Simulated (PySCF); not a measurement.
# ZrBr2: relaxation and vibrations of the triplet

Aim: relax ZrBr2 as a triplet from a bent start, check by its vibrations whether the end is a minimum, and collect its spectrum and constants.

Computed with PySCF 2.14.0. Level: PBE, basis Zr def2-TZVP with ECP28, Br def2-TZVP, scalar-relativistic core potentials, no spin–orbit coupling, density fitting.

### 1 Where the work starts

3 atoms, charge 0, spin multiplicity 3.

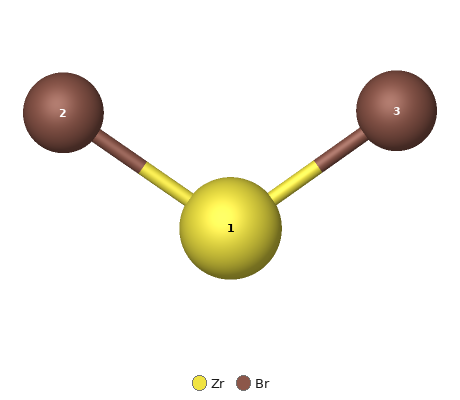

The starting geometry (zirconium yellow, bromine brown); atoms are numbered from 1 in the order of the file.

Coordinates in bohr (charge 0 multiplicity 3):
```
Zr    0.0000    0.0000    0.0000
Br    4.1485    0.0000    2.9049
Br   -4.1485    0.0000    2.9049
```

### 2 Finding the electronic state

The steps below are one call of a driver around PySCF. For each, scf.py gives the equivalent set-up of the SCF; relaxations use the driver's own optimiser. After this first run the driver tries any further starts and a stability analysis.

The input, scf.py:

```python
from pyscf import gto, scf, dft
mol = gto.M(atom='''
Zr     0.000000     0.000000     0.000000
Br     2.195300     0.000000     1.537200
Br    -2.195300     0.000000     1.537200''',
    basis={'Zr': 'def2-TZVP', 'Br': 'def2-TZVP'},
    ecp={'Zr': 'def2-TZVP'},
    charge=0, spin=2)
mf = dft.UKS(mol, xc='PBE')
mf.grids.atom_grid = (50, 194)
aux = {'Zr': 'def2-universal-JKFIT', 'Br': 'def2-universal-JKFIT'}
mf = mf.density_fit(auxbasis=aux)
mf.conv_tol = 1e-08
mf.diis_space = 10
mf.max_cycle = 60
mf.init_guess = 'minao'
mf.verbose = 4
mf.kernel()
```

Run with:

```bash
OMP_NUM_THREADS=4 python axn.py task.json out
```

Standard output:

```text
init E= -5187.2880092191
[... the frontier-level lines of each cycle are left out ...]
cycle= 1 E= -5186.67620056116  delta_E= 0.612  |g|=  3.8  |ddm|=  3.6
cycle= 2 E= -5148.57230689473  delta_E= 38.1  |g|= 4.25  |ddm|= 9.13
cycle= 3 E= -5171.71885855876  delta_E= -23.1  |g|=  5.2  |ddm|= 10.8
cycle= 4 E= -5174.00518935337  delta_E= -2.29  |g|= 4.99  |ddm|= 0.821
cycle= 5 E= -5174.2382002523  delta_E= -0.233  |g|= 4.97  |ddm|= 0.0889
cycle= 6 E= -5174.1737392845  delta_E= 0.0645  |g|=    5  |ddm|= 1.65
cycle= 7 E= -5174.26467358245  delta_E= -0.0909  |g|= 4.99  |ddm|= 0.0291
cycle= 8 E= -5175.98005807228  delta_E= -1.72  |g|= 4.82  |ddm|= 1.44
cycle= 9 E= -5175.72286197086  delta_E= 0.257  |g|= 4.84  |ddm|= 0.0956
cycle= 10 E= -5177.96833912529  delta_E= -2.25  |g|= 4.72  |ddm|= 1.33
cycle= 11 E= -5177.70952460016  delta_E= 0.259  |g|= 4.74  |ddm|= 0.124
cycle= 12 E= -5175.69702044818  delta_E= 2.01  |g|= 4.98  |ddm|= 1.52
cycle= 13 E= -5142.90670914169  delta_E= 32.8  |g|= 5.19  |ddm|= 10.3
cycle= 14 E= -5192.84818381779  delta_E= -49.9  |g|=  1.9  |ddm|= 8.89
cycle= 15 E= -5186.60014548331  delta_E= 6.25  |g|= 2.53  |ddm|= 2.65
cycle= 16 E= -5192.3307304671  delta_E= -5.73  |g|= 1.83  |ddm|= 2.78
cycle= 17 E= -5194.42690224743  delta_E= -2.1  |g|= 0.534  |ddm|= 1.82
cycle= 18 E= -5194.64169566135  delta_E= -0.215  |g|= 0.194  |ddm|= 0.84
cycle= 19 E= -5194.64374724808  delta_E= -0.00205  |g|= 0.178  |ddm|= 0.452
cycle= 20 E= -5194.66685314509  delta_E= -0.0231  |g|= 0.0209  |ddm|= 0.226
cycle= 21 E= -5194.66714280808  delta_E= -0.00029  |g|= 0.0152  |ddm|= 0.059
cycle= 22 E= -5194.66733176876  delta_E= -0.000189  |g|= 0.00428  |ddm|= 0.0262
cycle= 23 E= -5194.66736789272  delta_E= -3.61e-05  |g|= 0.00277  |ddm|= 0.0259
cycle= 24 E= -5194.66737565861  delta_E= -7.77e-06  |g|= 0.00065  |ddm|= 0.00813
cycle= 25 E= -5194.66737650684  delta_E= -8.48e-07  |g|= 0.000463  |ddm|= 0.00484
cycle= 26 E= -5194.66737671111  delta_E= -2.04e-07  |g|= 0.000147  |ddm|= 0.000953
cycle= 27 E= -5194.66737673457  delta_E= -2.35e-08  |g|= 4.54e-05  |ddm|= 0.000553
cycle= 28 E= -5194.66737673621  delta_E= -1.65e-09  |g|= 1.36e-05  |ddm|= 0.000135
Extra cycle  E= -5194.66737673578  delta_E= 4.3e-10  |g|= 2.78e-05  |ddm|= 5.33e-05
converged SCF energy = -5194.66737673578  <S^2> = 2.0085281  2S+1 = 3.0056801
```

This step, with its further starts and checks, needed 36 s of wall time on 4 threads of Arm Neoverse V1, shared host.

The starts that the driver tried:

| start | energy (Eh) |
| --- | --- |
| the minimal-basis guess | -5194.667377 |
| a thermally smeared density | -5194.667377 |
| a smeared PBE density | -5194.667377 |

No lower solution of this spin turned up from the other starts or in the test of internal stability.

### 3 Relaxing the triplet from the bent start

The program finds C2v symmetry in the start, which this walk keeps. Threshold on the gradient: 0.0003 Eh/bohr, with a further test on the energy change.

scf.py: that of step 2 with these lines changed.

```diff
@@ -3,3 +3,3 @@
-Zr     0.000000     0.000000     0.000000
-Br     2.195300     0.000000     1.537200
-Br    -2.195300     0.000000     1.537200''',
+Zr     0.000000     0.000000    -0.979354
+Br     2.195300     0.000000     0.557846
+Br    -2.195300     0.000000     0.557846''',
@@ -16 +15,0 @@
-mf.init_guess = 'minao'
```

Energy and gradient, step by step:

| step | energy (Eh) | change (kJ/mol) | largest symmetric gradient (Eh/bohr) |
| --- | --- | --- | --- |
| 0 | -5194.667377 | 0.00 | 0.04415 |
| 1 | -5194.678853 | -30.13 | 0.02677 |
| 2 | -5194.683867 | -43.30 | 0.00874 |
| 3 | -5194.684813 | -45.78 | 0.00248 |
| 4 | -5194.685721 | -48.16 | 0.00489 |
| 5 | -5194.686039 | -49.00 | 0.00356 |
| 6 | -5194.686162 | -49.32 | 0.00141 |
| 7 | -5194.686193 | -49.40 | 0.00029 |
| 8 | -5194.686197 | -49.41 | 0.00007 |

The walk took 25 s.

Positions (Å) and forces (eV/Å) along the way:

```
step 0
Zr   0.000   0.000  -0.979   0.000   0.000   2.270
Br   2.195   0.000   0.558  -1.237   0.000  -1.135
Br  -2.195   0.000   0.558   1.238   0.000  -1.135
step 1
Zr   0.000   0.000  -0.877   0.000   0.000   1.377
Br   2.180   0.000   0.507  -0.726   0.000  -0.688
Br  -2.180   0.000   0.507   0.726   0.000  -0.688
step 4
Zr   0.000   0.000  -0.643   0.000   0.000   0.251
Br   2.288   0.000   0.390  -0.107   0.000  -0.126
Br  -2.288   0.000   0.390   0.107   0.000  -0.126
step 8
Zr   0.000   0.000  -0.520   0.000   0.000   0.004
Br   2.359   0.000   0.328  -0.002   0.000  -0.002
Br  -2.359   0.000   0.328   0.002   0.000  -0.002
```

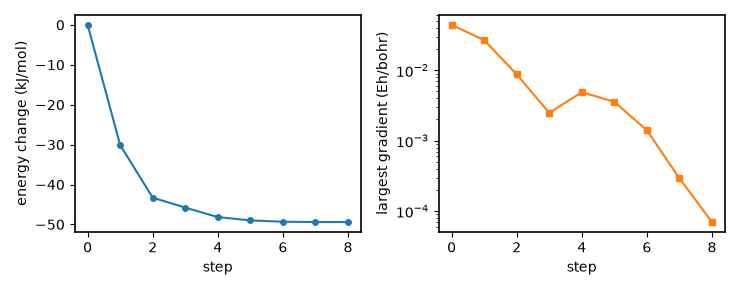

How energy and gradient fall.

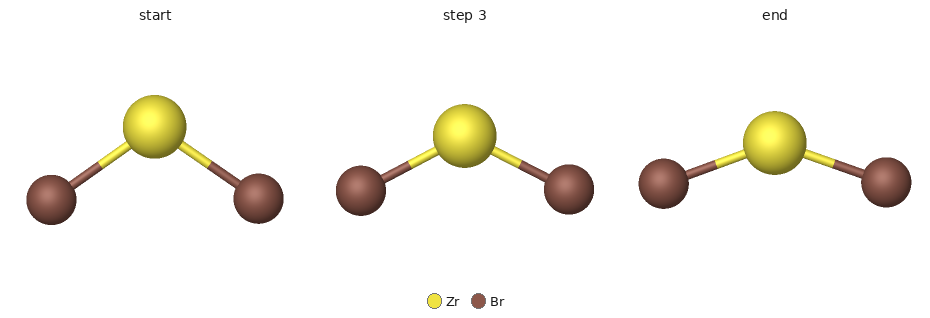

Start and end of the relaxation, with a step between.

End point (C2v, 8 steps, 49.4 kJ/mol gained): Zr–Br 2.507 Å (×2); Br–Zr–Br 140.4°.

### 4 Frequencies

On the finer grid the gradient is checked again; gradients at displacements of ±0.02 bohr then give force constants and infrared intensities.

scf.py: that of step 3 with these lines changed.

```diff
@@ -3,3 +3,3 @@
-Zr     0.000000     0.000000    -0.979354
-Br     2.195300     0.000000     0.557846
-Br    -2.195300     0.000000     0.557846''',
+Zr     0.000000     0.000000    -0.545096
+Br     2.351388     0.000000     0.310179
+Br    -2.351388     0.000000     0.310179''',
@@ -10 +10 @@
-mf.grids.atom_grid = (50, 194)
+mf.grids.atom_grid = (75, 302)
@@ -13 +13 @@
-mf.conv_tol = 1e-08
+mf.conv_tol = 1e-10
```

The driver hands on the density of the step before, so the log starts near convergence.

SCF at the final geometry:

```text
init E= -5194.68575895065
[... the frontier-level lines of each cycle are left out ...]
cycle= 1 E= -5194.68575895061  delta_E= 3.64e-11  |g|= 7.65e-06  |ddm|= 1.11e-05
Extra cycle  E= -5194.68575895032  delta_E= 2.91e-10  |g|= 2.24e-05  |ddm|= 3.21e-05
converged SCF energy = -5194.68575895032  <S^2> = 2.0067296  2S+1 = 3.0044831
```

The whole step took 49 s.

Geometry: C2v; Zr–Br 2.502 Å (×2); Br–Zr–Br 140.0°.

Harmonic modes (main isotopes):

| symmetry | ω (cm⁻¹) | IR (km/mol) | μ (u) | type |
| --- | --- | --- | --- | --- |
| a1 | 41 | 1.9 | 83.38 | bend |
| a1 | 232 | 5.6 | 80.89 | stretch |
| b2 | 303 | 78.1 | 85.25 | stretch |

μ is the mass of the mode for normalised Cartesian displacements, not the reduced mass of the usual diatomic formula.

Every mode is real; the point is a minimum.

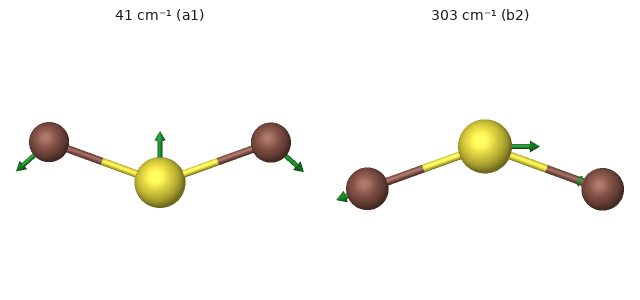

Displacements of 2 of the modes, as arrows (one member where a mode is degenerate).

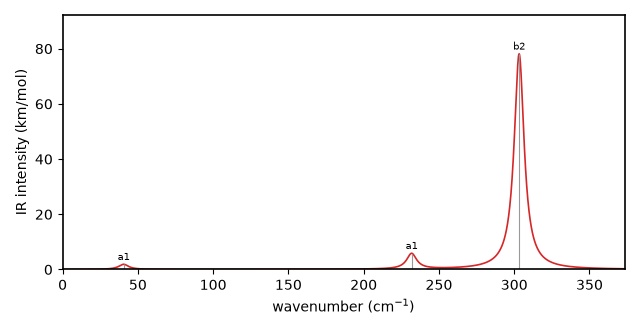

The harmonic infrared spectrum (widths in cm⁻¹). Lines are broadened to a width of 8 cm⁻¹ (Lorentzian).

Constants and moments:

```yaml
Dipole_moment: 1.61 D
Highest_occupied_level: -4.54 eV
Lowest_empty_level: -3.91 eV
Rotational_constants: 0.4023, 0.01932, 0.01843 cm⁻¹
Zero-point_energy: 3.4 kJ/mol
Principal_polarisabilities: 95.4, 97.7, 127.4 bohr³
Atomisation_energy_without_zero-point_energy: 907 kJ/mol
Principal_traceless_quadrupole_moments_about_the_centre_of_mass: -7.65, 2.11, 5.55 D Å
Entropy_at_298.15_K_and_1_bar_electronic_part_spin_only: 337.1 J/(mol K)
Heat_capacity_Cp_at_298.15_K: 56.0 J/(mol K)
Enthalpy_at_298.15_K_above_0_K: 14.60 kJ/mol
Rotational_symmetry_number: 2
Spin_squared_⟨S²⟩: 2.007
```

Charges (e) and bond orders:

```tsv
atom	Mulliken	Löwdin	polar tensor	spin (Mulliken)	Mayer order to Zr1
Zr1	0.70	-0.21	1.03	2.11	–
Br2,3	-0.35	0.11	-0.52	-0.05	1.14
```

Outer orbital energies (eV). α occupied: -9.00, -8.23, -7.86, -7.69, -7.60, -7.59, -4.81, -4.54; empty: -3.91, -3.33, -3.16, -1.64. β occupied: -19.06, -18.85, -8.91, -8.16, -7.80, -7.66, -7.59, -7.57; empty: -3.29, -3.00, -2.74, -2.64.

Mulliken populations on Zr1 (outside its core potential): s 2.71, p 6.21, d 2.35, f 0.03.

### 5 Summary of results

| quantity | value |
| --- | --- |
| minimum | triplet, C2v |
| geometry | Zr–Br 2.502 Å (×2); Br–Zr–Br 140.0° |
| wavenumbers (cm⁻¹) | 41 (a1), 232 (a1), 303 (b2) |
| dipole moment | 1.61 D |
| highest occupied, lowest empty level (either spin) | -4.54, -3.91 eV |
| polar-tensor charge of Zr1 | +1.03 e |
| zero-point energy | 3.4 kJ/mol |
| entropy at 298.15 K | 337.1 J/(mol K) |
| atomisation energy (no zero-point energy) | 907 kJ/mol |
| ⟨S²⟩ | 2.007 |

The bent start keeps its C2v symmetry and ends in a minimum. The strongest infrared band lies at 303 cm⁻¹ (b2, stretch). Most of the spin sits on Zr1 (Mulliken spin 2.11, against 2 for the whole molecule). Other starts or spin states, not run here, may lie lower. Open d and f shells are described by one determinant, and the ground state may have another occupation or spin.

The search up to here took 1.8 min.
